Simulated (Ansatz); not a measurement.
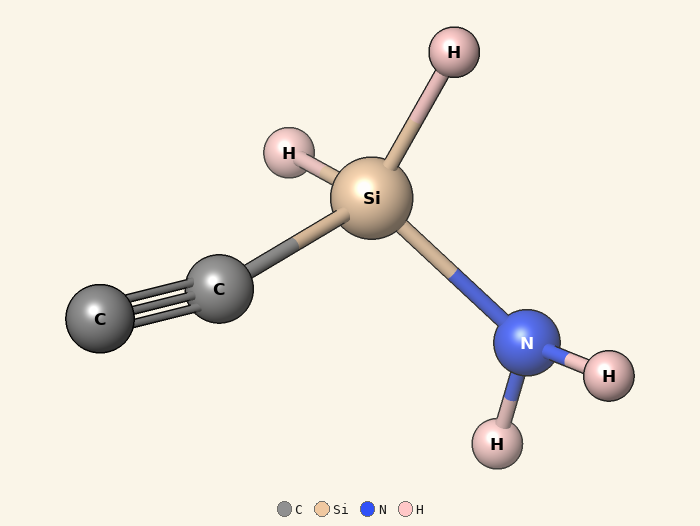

Atoms fade into the background with distance from the viewer. The species is neutral and a spin doublet. The computed structure is the end point of a PBE-D4/def2-SVP optimisation. No frequency run is at hand to confirm it as a minimum.

List the symmetry elements and name the point group.

Answer. It has 1 mirror plane, so the point group is Cs. The group has 2 operations. The geometry is achiral, and symmetry allows a dipole moment.
